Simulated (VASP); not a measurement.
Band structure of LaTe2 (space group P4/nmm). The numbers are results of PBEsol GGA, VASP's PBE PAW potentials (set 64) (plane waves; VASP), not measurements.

Unless said otherwise, spin-orbit coupling is left out, though it shifts the bands of the heavy elements here.

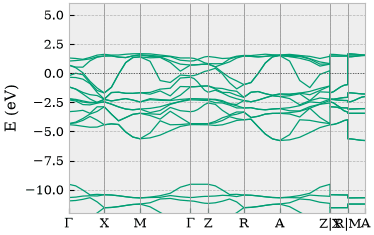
Bands along high-symmetry lines, zero at the valence-band maximum or, without a gap, the Fermi level

Read the plot: is there a gap, and where are the band edges?

It has no gap at this level: it comes out as a metal or semimetal.

The structure comes from a measured LaTe2 entry of the Crystallography Open Database, whose conditions weren't checked. The cell was not relaxed at this level.
